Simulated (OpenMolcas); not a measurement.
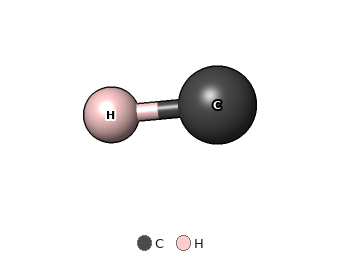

The molecule at the reference distance of 1.131 Å.

**Relativistic diatomic calculation for CH (part 1 of 2)**

- system: CH.
- method: SA-CASSCF(5,5)/XMS-CASPT2 + RASSI spin-orbit (X2C scalar, AMFI), ANO-RCC-VTZP (OpenMolcas)

Summary:

| quantity | value |
| --- | --- |
| outcome | converged |
| lowest spin-free state | ²Π |
| lowest spin-orbit level | Ω = 1/2, −38.41866 hartree |
| next level | Ω = 3/2, 27 cm⁻¹ |
| hardware | 1 thread of Arm Neoverse V2, 24 GiB of memory available, shared host |
| wall time | 11 s |

Notes:

Caveats: 4 of the 34 spin-orbit states have no clean Ω, so their splittings aren't to be trusted.

Input file:
```
&GATEWAY
Coord
2
angstrom
C 0.0 0.0 0.0
H 0.0 0.0 1.1310
Basis=ANO-RCC-VTZP
Group=XY
RX2C
AMFI
ANGMom
0.0 0.0 0.0
RICD
&SEWARD
&GUESSORB
&RASSCF
FileOrb=$CurrDir/o22.orb
Symmetry=2
Spin=2
nActEl=5 0 0
Inactive=1 0
RAS2=3 2
CIRoot=6 6 1
Linear
Iterations=120 100
OrbListing=Nothing
PRWF=0.15
>>COPY $Project.RasOrb $CurrDir/o22.orb
>>COPY $Project.rasscf.h5 $CurrDir/r22.h5
&CASPT2
XMultistate=all
Imaginary=0.2
IPEA=0.25
MaxIter=40
>>COPY $Project.JobMix JOB001
&RASSCF
CIOnly
FileOrb=$CurrDir/ref.orb
Symmetry=1
Spin=4
nActEl=5 0 0
Inactive=1 0
RAS2=3 2
CIRoot=1 1 1
Linear
Iterations=120 100
OrbListing=Nothing
PRWF=0.15
>>COPY $Project.RasOrb $CurrDir/o41.orb
>>COPY $Project.rasscf.h5 $CurrDir/r41.h5
&CASPT2
XMultistate=all
Imaginary=0.2
IPEA=0.25
MaxIter=40
>>COPY $Project.JobMix JOB002
&RASSCF
FileOrb=$CurrDir/o21.orb
Symmetry=1
Spin=2
nActEl=5 0 0
Inactive=1 0
RAS2=3 2
CIRoot=5 5 1
Linear
Iterations=120 100
OrbListing=Nothing
PRWF=0.15
>>COPY $Project.RasOrb $CurrDir/o21.orb
>>COPY $Project.rasscf.h5 $CurrDir/r21.h5
&CASPT2
XMultistate=all
Imaginary=0.2
IPEA=0.25
MaxIter=40
>>COPY $Project.JobMix JOB003
&RASSCF
FileOrb=$CurrDir/o42.orb
Symmetry=2
Spin=4
nActEl=5 0 0
Inactive=1 0
RAS2=3 2
CIRoot=2 2 1
Linear
Iterations=120 100
OrbListing=Nothing
PRWF=0.15
>>COPY $Project.RasOrb $CurrDir/o42.orb
>>COPY $Project.rasscf.h5 $CurrDir/r42.h5
&CASPT2
XMultistate=all
Imaginary=0.2
IPEA=0.25
MaxIter=40
>>COPY $Project.JobMix JOB004
&RASSI
Nr of JobIphs=4 6 1 5 2
1 2 3 4 5 6
1
1 2 3 4 5
1 2
SpinOrbit
EJob
Omega
MEES
MESO
Properties=4
'AngMom' 3 'Mltpl  1' 1 'Mltpl  1' 2 'Mltpl  1' 3
Thrs=1.0d-4
>>COPY $Project.rassi.h5 $CurrDir/so.h5
```

The first orbital files come from an earlier step.

Launched with:
```bash
pymolcas m.inp (one call a module block, same work directory)
```

Log (extracts):
```
++    Wave function specifications:
      Number of closed shell electrons           2
      Number of electrons in active shells       5
      Number of inactive orbitals                1
      Number of active orbitals                  5
      Number of secondary orbitals              38
      Spin quantum number                      0.5
      State symmetry                             2
++    Orbital specifications:
      Symmetry species                           1   2
                                                 a   b
      Frozen orbitals                            0   0
      Inactive orbitals                          1   0
      Active orbitals                            3   2
      RAS2 orbitals                              3   2
      Secondary orbitals                        20  18
      Number of basis functions                 24  20
      printout of CI-coefficients larger than  0.15 for root  1
      energy=     -38.304063
      conf/sym  111 22     Coeff  Weight
            12  022 0u  -0.98430 0.96885
      printout of CI-coefficients larger than  0.15 for root  2
      energy=     -38.304063
      conf/sym  111 22     Coeff  Weight
            11  022 u0  -0.98430 0.96885
      printout of CI-coefficients larger than  0.15 for root  3
      energy=     -38.022002
      conf/sym  111 22     Coeff  Weight
             6  u2d 0u  -0.59241 0.35094
            16  u2u 0d   0.34400 0.11834
            23  020 2u   0.70081 0.49113
      printout of CI-coefficients larger than  0.15 for root  4
      energy=     -38.022002
      conf/sym  111 22     Coeff  Weight
             5  u2d u0  -0.59241 0.35094
            15  u2u d0   0.34400 0.11834
            24  020 u2  -0.70081 0.49113
      printout of CI-coefficients larger than  0.15 for root  5
      energy=     -38.017232
      conf/sym  111 22     Coeff  Weight
             6  u2d 0u  -0.59566 0.35481
            16  u2u 0d   0.39895 0.15916
            23  020 2u  -0.67253 0.45229
      printout of CI-coefficients larger than  0.15 for root  6
      energy=     -38.017232
      conf/sym  111 22     Coeff  Weight
             5  u2d u0  -0.59566 0.35481
            15  u2u d0   0.39895 0.15916
            24  020 u2   0.67253 0.45229
      Natural orbitals and occupation numbers for root  1
      sym 1:   0.000939   1.996917   1.945879
      sym 2:   0.056265   1.000000
      Natural orbitals and occupation numbers for root  2
      sym 1:   0.000939   1.996917   1.945879
      sym 2:   1.000000   0.056265
      Natural orbitals and occupation numbers for root  3
      sym 1:   0.402800   1.957493   0.604001
      sym 2:   1.035707   1.000000
      Natural orbitals and occupation numbers for root  4
      sym 1:   0.402800   1.957493   0.604001
      sym 2:   1.000000   1.035707
      Natural orbitals and occupation numbers for root  5
      sym 1:   0.506168   1.955086   0.576912
      sym 2:   0.961834   1.000000
      Natural orbitals and occupation numbers for root  6
      sym 1:   0.506168   1.955086   0.576912
      sym 2:   1.000000   0.961834
      RASSCF energy for state  6                    -38.01723244
::    RASSCF root number  1 Total energy:    -38.30406308
::    RASSCF root number  2 Total energy:    -38.30406308
::    RASSCF root number  3 Total energy:    -38.02200220
::    RASSCF root number  4 Total energy:    -38.02200220
::    RASSCF root number  5 Total energy:    -38.01723244
::    RASSCF root number  6 Total energy:    -38.01723244
      Von Neumann Entropy (Root   1) =  0.69085
++    Wave function specifications:
      Number of closed shell electrons           0
      Number of electrons in active shells       5
      Number of inactive orbitals                0
      Number of active orbitals                  5
      Number of secondary orbitals              38
      Spin quantum number                      0.5
      State symmetry                             2
      Number of CSFs                            36
      Number of CASSCF root(s) available         6
      CASPT2 state passed to geometry opt.       6
      A file JOBMIX will be created
      This is a MULTI-STATE CASSCF reference
      Number of CI roots used                    6
      These are:                                 1   2   3   4   5   6
      Off-diagonal elements of Heff are computed
  FINAL CASPT2 RESULT:
      Reference energy:         -38.3040630806
      E2 (Non-variational):      -0.1135794961
      Shift correction:          -0.0012020042
      E2 (Variational):          -0.1147815003
      Total energy:             -38.4188445810
      Reference weight:           0.95391
  FINAL CASPT2 RESULT:
      Reference energy:         -38.3040630805
      E2 (Non-variational):      -0.1135794922
      Shift correction:          -0.0012020036
      E2 (Variational):          -0.1147814958
      Total energy:             -38.4188445763
      Reference weight:           0.95391
  FINAL CASPT2 RESULT:
      Reference energy:         -38.0220022024
      E2 (Non-variational):      -0.1263222242
      Shift correction:          -0.0020922601
      E2 (Variational):          -0.1284144843
      Total energy:             -38.1504166867
      Reference weight:           0.94047
  FINAL CASPT2 RESULT:
      Reference energy:         -38.0220022023
      E2 (Non-variational):      -0.1263222300
      Shift correction:          -0.0020922625
      E2 (Variational):          -0.1284144925
      Total energy:             -38.1504166948
      Reference weight:           0.94047
  FINAL CASPT2 RESULT:
      Reference energy:         -38.0172324370
      E2 (Non-variational):      -0.1062998084
      Shift correction:          -0.0031255534
      E2 (Variational):          -0.1094253618
      Total energy:             -38.1266577988
      Reference weight:           0.93293
  FINAL CASPT2 RESULT:
      Reference energy:         -38.0172324369
      E2 (Non-variational):      -0.1062998032
      Shift correction:          -0.0031255530
      E2 (Variational):          -0.1094253562
      Total energy:             -38.1266577931
      Reference weight:           0.93293
       Total XMS-CASPT2 energies:
::    XMS-CASPT2 Root  1     Total energy:    -38.41859580
::    XMS-CASPT2 Root  2     Total energy:    -38.41859580
::    XMS-CASPT2 Root  3     Total energy:    -38.14849323
::    XMS-CASPT2 Root  4     Total energy:    -38.14849322
::    XMS-CASPT2 Root  5     Total energy:    -38.12883004
::    XMS-CASPT2 Root  6     Total energy:    -38.12883004
++    Wave function specifications:
      Number of closed shell electrons           2
      Number of electrons in active shells       5
      Number of inactive orbitals                1
      Number of active orbitals                  5
      Number of secondary orbitals              38
      Spin quantum number                      1.5
      State symmetry                             1
      printout of CI-coefficients larger than  0.15 for root  1
      energy=     -38.298878
      conf/sym  111 22     Coeff  Weight
             5  02u uu   0.98306 0.96641
             8  0u2 uu  -0.17476 0.03054
      Natural orbitals and occupation numbers for root  1
      sym 1:   0.001669   1.998355   0.999976
      sym 2:   1.000000   1.000000
      RASSCF energy for state  1                    -38.29887771
::    RASSCF root number  1 Total energy:    -38.29887771
      Von Neumann Entropy (Root   1) =  1.50973
++    Wave function specifications:
      Number of closed shell electrons           0
      Number of electrons in active shells       5
      Number of inactive orbitals                0
      Number of active orbitals                  5
      Number of secondary orbitals              38
      Spin quantum number                      1.5
      State symmetry                             1
      Number of CSFs                            12
      Number of CASSCF root(s) available         1
      CASPT2 state passed to geometry opt.       1
      A file JOBMIX will be created
      This is a CASSCF or RASSCF reference function
  FINAL CASPT2 RESULT:
      Reference energy:         -38.2988777519
      E2 (Non-variational):      -0.0898984419
      Shift correction:          -0.0007534235
      E2 (Variational):          -0.0906518654
      Total energy:             -38.3895296173
      Reference weight:           0.96585
++    Wave function specifications:
      Number of closed shell electrons           2
      Number of electrons in active shells       5
      Number of inactive orbitals                1
      Number of active orbitals                  5
      Number of secondary orbitals              38
      Spin quantum number                      0.5
      State symmetry                             1
      printout of CI-coefficients larger than  0.15 for root  1
      energy=     -38.196826
      conf/sym  111 22     Coeff  Weight
            21  02u du   0.49588 0.24590
            22  02u ud   0.85890 0.73770
      printout of CI-coefficients larger than  0.15 for root  2
      energy=     -38.196826
      conf/sym  111 22     Coeff  Weight
            20  02u 20   0.70129 0.49180
            23  02u 02  -0.70129 0.49180
      printout of CI-coefficients larger than  0.15 for root  3
      energy=     -38.177806
      conf/sym  111 22     Coeff  Weight
            21  02u du  -0.85423 0.72971
            22  02u ud   0.49319 0.24324
      printout of CI-coefficients larger than  0.15 for root  4
      energy=     -38.161540
      conf/sym  111 22     Coeff  Weight
            20  02u 20   0.69649 0.48510
            23  02u 02   0.69649 0.48510
      printout of CI-coefficients larger than  0.15 for root  5
      energy=     -38.066301
      conf/sym  111 22     Coeff  Weight
             3  u22 00  -0.96817 0.93735
      Natural orbitals and occupation numbers for root  1
      sym 1:   0.005809   1.994504   0.999687
      sym 2:   1.000000   1.000000
      Natural orbitals and occupation numbers for root  2
      sym 1:   0.005809   1.994504   0.999687
      sym 2:   1.000000   1.000000
      Natural orbitals and occupation numbers for root  3
      sym 1:   0.014568   1.985270   1.000161
      sym 2:   1.000000   1.000000
      Natural orbitals and occupation numbers for root  4
      sym 1:   0.011159   1.961827   0.996432
      sym 2:   1.015291   1.015291
      Natural orbitals and occupation numbers for root  5
      sym 1:   0.986353   1.975008   1.936309
      sym 2:   0.051165   0.051165
      RASSCF energy for state  5                    -38.06630111
::    RASSCF root number  1 Total energy:    -38.19682646
::    RASSCF root number  2 Total energy:    -38.19682646
::    RASSCF root number  3 Total energy:    -38.17780641
::    RASSCF root number  4 Total energy:    -38.16154031
::    RASSCF root number  5 Total energy:    -38.06630111
      Von Neumann Entropy (Root   1) =  1.52851
++    Wave function specifications:
      Number of closed shell electrons           0
      Number of electrons in active shells       5
      Number of inactive orbitals                0
      Number of active orbitals                  5
      Number of secondary orbitals              38
      Spin quantum number                      0.5
      State symmetry                             1
      Number of CSFs                            39
      Number of CASSCF root(s) available         5
      CASPT2 state passed to geometry opt.       5
      A file JOBMIX will be created
      This is a MULTI-STATE CASSCF reference
      Number of CI roots used                    5
      These are:                                 1   2   3   4   5
      Off-diagonal elements of Heff are computed
  FINAL CASPT2 RESULT:
      Reference energy:         -38.1968264602
      E2 (Non-variational):      -0.1113860263
      Shift correction:          -0.0011343471
      E2 (Variational):          -0.1125203734
      Total energy:             -38.3093468336
      Reference weight:           0.95433
  FINAL CASPT2 RESULT:
      Reference energy:         -38.1968264602
      E2 (Non-variational):      -0.1113841053
      Shift correction:          -0.0011342372
      E2 (Variational):          -0.1125183425
      Total energy:             -38.3093448027
      Reference weight:           0.95433
  FINAL CASPT2 RESULT:
      Reference energy:         -38.1778064106
      E2 (Non-variational):      -0.1131571678
      Shift correction:          -0.0011265971
      E2 (Variational):          -0.1142837649
      Total energy:             -38.2920901754
      Reference weight:           0.95340
  FINAL CASPT2 RESULT:
      Reference energy:         -38.1615403075
      E2 (Non-variational):      -0.1074176094
      Shift correction:          -0.0011824654
      E2 (Variational):          -0.1086000747
      Total energy:             -38.2701403822
      Reference weight:           0.95621
  FINAL CASPT2 RESULT:
      Reference energy:         -38.0663011095
      E2 (Non-variational):      -0.1054232025
      Shift correction:          -0.0026324386
      E2 (Variational):          -0.1080556411
      Total energy:             -38.1743567507
      Reference weight:           0.94853
       Total XMS-CASPT2 energies:
::    XMS-CASPT2 Root  1     Total energy:    -38.30934683
::    XMS-CASPT2 Root  2     Total energy:    -38.30934480
::    XMS-CASPT2 Root  3     Total energy:    -38.29209018
::    XMS-CASPT2 Root  4     Total energy:    -38.26943897
::    XMS-CASPT2 Root  5     Total energy:    -38.17505816
++    Wave function specifications:
      Number of closed shell electrons           2
      Number of electrons in active shells       5
      Number of inactive orbitals                1
      Number of active orbitals                  5
      Number of secondary orbitals              38
      Spin quantum number                      1.5
      State symmetry                             2
      printout of CI-coefficients larger than  0.15 for root  1
      energy=     -38.066168
      conf/sym  111 22     Coeff  Weight
             5  uu2 u0  -0.99259 0.98523
      printout of CI-coefficients larger than  0.15 for root  2
      energy=     -38.066168
      conf/sym  111 22     Coeff  Weight
             6  uu2 0u   0.99259 0.98523
      Natural orbitals and occupation numbers for root  1
      sym 1:   1.000000   0.992543   1.978045
      sym 2:   1.000000   0.029412
      Natural orbitals and occupation numbers for root  2
      sym 1:   1.000000   0.992543   1.978045
      sym 2:   0.029412   1.000000
      RASSCF energy for state  2                    -38.06616824
::    RASSCF root number  1 Total energy:    -38.06616824
::    RASSCF root number  2 Total energy:    -38.06616824
      Von Neumann Entropy (Root   1) =  1.60690
++    Wave function specifications:
      Number of closed shell electrons           0
      Number of electrons in active shells       5
      Number of inactive orbitals                0
      Number of active orbitals                  5
      Number of secondary orbitals              38
      Spin quantum number                      1.5
      State symmetry                             2
      Number of CSFs                            12
      Number of CASSCF root(s) available         2
      CASPT2 state passed to geometry opt.       2
      A file JOBMIX will be created
      This is a MULTI-STATE CASSCF reference
      Number of CI roots used                    2
      These are:                                 1   2
      Off-diagonal elements of Heff are computed
  FINAL CASPT2 RESULT:
      Reference energy:         -38.0661682359
      E2 (Non-variational):      -0.0698486698
      Shift correction:          -0.0005339606
      E2 (Variational):          -0.0703826304
      Total energy:             -38.1365508663
      Reference weight:           0.97404
  FINAL CASPT2 RESULT:
      Reference energy:         -38.0661682358
      E2 (Non-variational):      -0.0698486791
      Shift correction:SPIN-FREE ENERGIES:
  (Shifted by EMIN (a.u.) =        -38.4185958042)
 SF State       Relative EMIN(au)   Rel lowest level(eV)    D:o, cm**(-1)      Abs_M
     1             0.0000000000        0.0000000000              0.0000         1.0
     2             0.0000000046        0.0000001252              0.0010         1.0
     7             0.0290661868        0.7909312367           6379.2906         0.0
     8             0.1092489706        2.9728159355          23977.3775         2.0
     9             0.1092510015        2.9728712003          23977.8233         2.0
    10             0.1265056287        3.4423935258          27764.7762         0.0
    11             0.1491568299        4.0587641091          32736.1403         0.0
    12             0.2435376456        6.6269969404          53450.3350         0.0
     3             0.2701025772        7.3498655536          59280.6636         1.0
     4             0.2701025851        7.3498657701          59280.6653         1.0
    13             0.2820449283        7.6748334817          61901.7067         1.0
    14             0.2820449379        7.6748337426          61901.7088         1.0
     5             0.2897657610        7.8849280426          63596.2336         1.0
     6             0.2897657666        7.8849281954          63596.2348         1.0
```

(Continued in part 2.)
